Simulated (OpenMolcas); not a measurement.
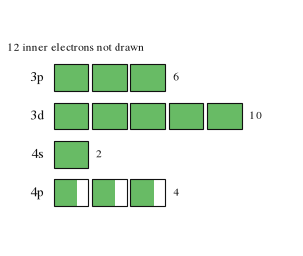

The outer shells of the leading configuration of the lowest level: a box for each of the 2l + 1 orbitals, shaded by the share of the shell that is filled, with the electron count at the right.

# Run report: Kr²⁺, multiconfigurational calculation (part 1 of 2)

Kr²⁺. Computed at this level: state-averaged RASSCF, active space 4 electrons in the shells 4p 4d 5s; RAS3 4d 5s with at most 1 electron, basis ANO-RCC-VQZP, DKH2 scalar Hamiltonian, spin-orbit coupling by RASSI with atomic mean-field integrals (OpenMolcas).

**The program's output (extracts)**
```
--- SEWARD ---
Basis set label: KR.ANO-RCC...7S6P4D2F1G.

      Electronic valence basis set:
      ------------------
      Associated Effective Charge  36.000000 au
      Associated Actual Charge     36.000000 au
      Nuclear Model: Point charge

      Shell  nPrim  nBasis  Cartesian Spherical Contaminant
         s      20       7        X
         p      17       6        X
         d      11       4                 X
         f       4       2                 X
         g       2       1                 X
                  Relativistic Douglas-Kroll-Hess integrals:
                    - DKH order of Hamiltonian: 2
                    - DKH order of Properties : 0
                  Atomic mean-field integrals
--- RASSCF ---
Wave function specifications:
      -----------------------------

      Number of closed shell electrons          30
      Number of electrons in active shells       4
      Max number of holes in RAS1 space          0
      Max nr of electrons in RAS3 space          1
      Number of inactive orbitals               15
      Number of active orbitals                  9
      Number of secondary orbitals              44
      Spin quantum number                      1.0
      State symmetry                             1
Orbital specifications:
      -----------------------

      Symmetry species                           1   2
                                                ag  au
      Frozen orbitals                            0   0
      Inactive orbitals                          9   6
      Active orbitals                            6   3
      RAS1 orbitals                              0   0
      RAS2 orbitals                              0   3
      RAS3 orbitals                              6   0
      Secondary orbitals                        21  23
      Deleted orbitals                           0   0
      Number of basis functions                 36  32
      Number of CSFs                             3
      Number of root(s) required                 3
      Iter CI   SX   CI       RASSCF       Energy    max ROT     max BLB   max BLB  Level Ln srch  Step   QN
          iter iter root      energy       change     param      element    value   shift minimum  type update
 Nr of preliminary CI iterations:   1
 ###############################################################################
 ###############################################################################
 ###                                                                         ###
 ###                                                                         ###
 ###    WARNING: Problems in orbital optimization.                           ###
 ###                                                                         ###
 ###                                                                         ###
 ###############################################################################
 ###############################################################################
  Warning: In symmetry  1, orbital p=  10 has diagonal density matrix element D(p,p) close to zero. D(p,p)=  0.000000E+00
  Warning: In symmetry  1, orbital p=  11 has diagonal density matrix element D(p,p) close to zero. D(p,p)=  0.000000E+00
        ...
  Warning: In symmetry  1, orbital p=  13 has diagonal density matrix element D(p,p) close to zero. D(p,p)=  0.000000E+00
  Warning: In symmetry  1, orbital p=  14 has diagonal density matrix element D(p,p) close to zero. D(p,p)=  0.000000E+00
  Warning: In symmetry  1, orbital p=  15 has diagonal density matrix element D(p,p) close to zero. D(p,p)=  0.000000E+00
        4   1    2    0  -786.70339069   -9.09E-12   1.74E-07    9  15 1 -8.78E-07   0.50   0.00    SX    NO
      Convergence after  4 iterations
        5   1    2    0  -786.70339069    2.73E-12   1.74E-07    9  16 1 -3.38E-07   0.50   0.00    SX    NO
      Natural orbitals and occupation numbers for root  1
      sym 1:   0.000000   0.000000   0.000000   0.000000   0.000000   0.000000
      sym 2:   2.000000   1.000000   1.000000
      Natural orbitals and occupation numbers for root  2
      sym 1:   0.000000   0.000000   0.000000   0.000000   0.000000   0.000000
      sym 2:   1.000000   1.000000   2.000000
      Natural orbitals and occupation numbers for root  3
      sym 1:   0.000000   0.000000   0.000000   0.000000   0.000000   0.000000
      sym 2:   1.000000   2.000000   1.000000
::    RASSCF root number  1 Total energy:  -2786.70339069
::    RASSCF root number  2 Total energy:  -2786.70339069
::    RASSCF root number  3 Total energy:  -2786.70339069
--- RASSCF ---
Wave function specifications:
      -----------------------------

      Number of closed shell electrons          30
      Number of electrons in active shells       4
      Max number of holes in RAS1 space          0
      Max nr of electrons in RAS3 space          1
      Number of inactive orbitals               15
      Number of active orbitals                  9
      Number of secondary orbitals              44
      Spin quantum number                      0.0
      State symmetry                             1
Orbital specifications:
      -----------------------

      Symmetry species                           1   2
                                                ag  au
      Frozen orbitals                            0   0
      Inactive orbitals                          9   6
      Active orbitals                            6   3
      RAS1 orbitals                              0   0
      RAS2 orbitals                              0   3
      RAS3 orbitals                              6   0
      Secondary orbitals                        21  23
      Deleted orbitals                           0   0
      Number of basis functions                 36  32
      Number of CSFs                             6
      Number of root(s) required                 6
      Iter CI   SX   CI       RASSCF       Energy    max ROT     max BLB   max BLB  Level Ln srch  Step   QN
          iter iter root      energy       change     param      element    value   shift minimum  type update
 Nr of preliminary CI iterations:   1
 ###############################################################################
 ###############################################################################
 ###                                                                         ###
 ###                                                                         ###
 ###    WARNING: Problems in orbital optimization.                           ###
 ###                                                                         ###
 ###                                                                         ###
 ###############################################################################
 ###############################################################################
  Warning: In symmetry  1, orbital p=  10 has diagonal density matrix element D(p,p) close to zero. D(p,p)=  0.000000E+00
  Warning: In symmetry  1, orbital p=  11 has diagonal density matrix element D(p,p) close to zero. D(p,p)=  0.000000E+00
        ...
  Warning: In symmetry  1, orbital p=  13 has diagonal density matrix element D(p,p) close to zero. D(p,p)=  0.000000E+00
  Warning: In symmetry  1, orbital p=  14 has diagonal density matrix element D(p,p) close to zero. D(p,p)=  0.000000E+00
  Warning: In symmetry  1, orbital p=  15 has diagonal density matrix element D(p,p) close to zero. D(p,p)=  0.000000E+00
        6   1    5    0  -786.62139366   -7.18E-08   4.45E-06    6  16 2  4.61E-05   0.50   1.00    QN   YES
      Convergence after  6 iterations
        7   1    5    0  -786.62139366   -2.51E-09   4.45E-06    6  16 2 -1.61E-05   0.50   1.00    QN   YES
      Natural orbitals and occupation numbers for root  1
      sym 1:   0.000000   0.000000   0.000000   0.000000   0.000000   0.000000
      sym 2:   1.999997   0.998134   1.001870
      Natural orbitals and occupation numbers for root  2
      sym 1:   0.000000   0.000000   0.000000   0.000000   0.000000   0.000000
      sym 2:   1.999929   0.991599   1.008472
      Natural orbitals and occupation numbers for root  3
      sym 1:   0.000000   0.000000   0.000000   0.000000   0.000000   0.000000
      sym 2:   1.001430   1.999998   0.998572
::    RASSCF root number  1 Total energy:  -2786.63773276
::    RASSCF root number  2 Total energy:  -2786.63773276
::    RASSCF root number  3 Total energy:  -2786.63773276
::    RASSCF root number  4 Total energy:  -2786.63773276
::    RASSCF root number  5 Total energy:  -2786.63773276
::    RASSCF root number  6 Total energy:  -2786.53969816
--- RASSCF ---
Wave function specifications:
      -----------------------------

      Number of closed shell electrons          30
      Number of electrons in active shells       4
      Max number of holes in RAS1 space          0
      Max nr of electrons in RAS3 space          1
      Number of inactive orbitals               15
      Number of active orbitals                  9
      Number of secondary orbitals              44
      Spin quantum number                      2.0
      State symmetry                             2
Orbital specifications:
      -----------------------

      Symmetry species                           1   2
                                                ag  au
      Frozen orbitals                            0   0
      Inactive orbitals                          9   6
      Active orbitals                            6   3
      RAS1 orbitals                              0   0
      RAS2 orbitals                              0   3
      RAS3 orbitals                              6   0
      Secondary orbitals                        21  23
      Deleted orbitals                           0   0
      Number of basis functions                 36  32
      Number of CSFs                             6
      Number of root(s) required                 6
      Iter CI   SX   CI       RASSCF       Energy    max ROT     max BLB   max BLB  Level Ln srch  Step   QN
          iter iter root      energy       change     param      element    value   shift minimum  type update
 Nr of preliminary CI iterations:   1
      Total energies have been shifted. Add                -2000.00 au
        1   1    2    0  -786.09914688    0.00E+00  -7.69E-08    9  16 1 -3.26E-07   0.00   0.00    SX    NO
        2   1    2    0  -786.09914688   -4.55E-12   2.36E-08    9  17 1 -1.21E-07   0.00   0.00    SX    NO
        3   1    1    0  -786.09914688   -9.09E-13   0.00E+00    9  16 1 -6.01E-08   0.00   0.00    SX    NO
        4   1    1    0  -786.09914688   -1.82E-12   0.00E+00    9  16 1 -6.01E-08   0.00   0.00    SX    NO
      Convergence after  4 iterations
        5   1    1    0  -786.09914688    3.64E-12   0.00E+00    9  16 1 -6.01E-08   0.00   0.00    SX    NO
      Natural orbitals and occupation numbers for root  1
      sym 1:   0.000000   0.000000   0.000000   1.000000   0.000000   0.000000
      sym 2:   1.000000   1.000000   1.000000
      Natural orbitals and occupation numbers for root  2
      sym 1:  -0.000000   0.000000   1.000000  -0.000000  -0.000000   0.000000
      sym 2:   1.000000   1.000000   1.000000
      Natural orbitals and occupation numbers for root  3
      sym 1:  -0.000000   1.000000  -0.000000   0.000000  -0.000000   0.000000
      sym 2:   1.000000   1.000000   1.000000
::    RASSCF root number  1 Total energy:  -2786.10748805
::    RASSCF root number  2 Total energy:  -2786.10748805
::    RASSCF root number  3 Total energy:  -2786.10748805
::    RASSCF root number  4 Total energy:  -2786.10748805
::    RASSCF root number  5 Total energy:  -2786.10748805
::    RASSCF root number  6 Total energy:  -2786.05744101
--- RASSCF ---
Wave function specifications:
      -----------------------------

      Number of closed shell electrons          30
      Number of electrons in active shells       4
      Max number of holes in RAS1 space          0
      Max nr of electrons in RAS3 space          1
      Number of inactive orbitals               15
      Number of active orbitals                  9
      Number of secondary orbitals              44
      Spin quantum number                      1.0
      State symmetry                             2
Orbital specifications:
      -----------------------

      Symmetry species                           1   2
                                                ag  au
      Frozen orbitals                            0   0
      Inactive orbitals                          9   6
      Active orbitals                            6   3
      RAS1 orbitals                              0   0
      RAS2 orbitals                              0   3
      RAS3 orbitals                              6   0
      Secondary orbitals                        21  23
      Deleted orbitals                           0   0
      Number of basis functions                 36  32
      Number of CSFs                            54
      Number of root(s) required                54
      Iter CI   SX   CI       RASSCF       Energy    max ROT     max BLB   max BLB  Level Ln srch  Step   QN
          iter iter root      energy       change     param      element    value   shift minimum  type update
 Nr of preliminary CI iterations:   1
      Total energies have been shifted. Add                -2000.00 au
        1   1   10    0  -785.93164358    0.00E+00  -3.45E-02    7  16 2  1.41E-02*  0.00   0.00    SX    NO
        2   1   10    0  -785.93336378   -1.72E-03*  2.12E-03    9  16 1 -7.26E-03*  0.00   0.00    SX    NO
        3   1    9    0  -785.93339644   -3.27E-05*  7.49E-04    6  19 1  1.72E-03*  0.00   0.00    SX    NO
        4   1    9    0  -785.93339895   -2.51E-06*  1.40E-04    3  16 1  6.84E-04*  0.00   0.00    SX    NO
        5   1    8    0  -785.93339934   -3.84E-07*  4.67E-05    6  19 1  3.01E-04   0.00   0.71    QN   YES
        6   1    5    0  -785.93339942   -8.00E-08   3.18E-06    9  15 1  9.08E-06   0.00   1.00    QN   YES
      Convergence after  6 iterations
        7   1    5    0  -785.93339942   -6.05E-11   3.18E-06    9  15 1  1.80E-06   0.00   1.00    QN   YES
      Natural orbitals and occupation numbers for root  1
      sym 1:   0.055341   0.622258   0.060040   0.130150   0.130244   0.001967
      sym 2:   1.114156   0.948474   0.937369
      Natural orbitals and occupation numbers for root  2
      sym 1:   0.621740   0.103021   0.108928   0.033582   0.132707   0.000022
      sym 2:   1.064005   0.885948   1.050046
      Natural orbitals and occupation numbers for root  3
      sym 1:   0.101364   0.110422   0.621748   0.132670   0.033745   0.000051
      sym 2:   1.067536   1.046130   0.886334
::    RASSCF root number  1 Total energy:  -2786.04077227
::    RASSCF root number  2 Total energy:  -2786.04077227
::    RASSCF root number  3 Total energy:  -2786.04077227
::    RASSCF root number  4 Total energy:  -2786.04077227
::    RASSCF root number  5 Total energy:  -2786.04077227
::    RASSCF root number  6 Total energy:  -2786.01142951
::    RASSCF root number  7 Total energy:  -2786.01093662
::    RASSCF root number  8 Total energy:  -2786.01093662
::    RASSCF root number  9 Total energy:  -2786.01093662
::    RASSCF root number 10 Total energy:  -2786.01093662
::    RASSCF root number 11 Total energy:  -2786.01093662
::    RASSCF root number 12 Total energy:  -2786.01093662
::    RASSCF root number 13 Total energy:  -2786.01093662
::    RASSCF root number 14 Total energy:  -2785.97809771
::    RASSCF root number 15 Total energy:  -2785.97809771
::    RASSCF root number 16 Total energy:  -2785.97809771
::    RASSCF root number 17 Total energy:  -2785.97809771
::    RASSCF root number 18 Total energy:  -2785.97809771
::    RASSCF root number 19 Total energy:  -2785.97809771
::    RASSCF root number 20 Total energy:  -2785.97809771
::    RASSCF root number 21 Total energy:  -2785.97809771
::    RASSCF root number 22 Total energy:  -2785.97809771
::    RASSCF root number 23 Total energy:  -2785.94916504
::    RASSCF root number 24 Total energy:  -2785.94916504
::    RASSCF root number 25 Total energy:  -2785.94916504
::    RASSCF root number 26 Total energy:  -2785.94916504
::    RASSCF root number 27 Total energy:  -2785.94916504
::    RASSCF root number 28 Total energy:  -2785.90534218
::    RASSCF root number 29 Total energy:  -2785.90534218
::    RASSCF root number 30 Total energy:  -2785.90534218
```

(Continued in part 2.) Outcome of the run: converged.
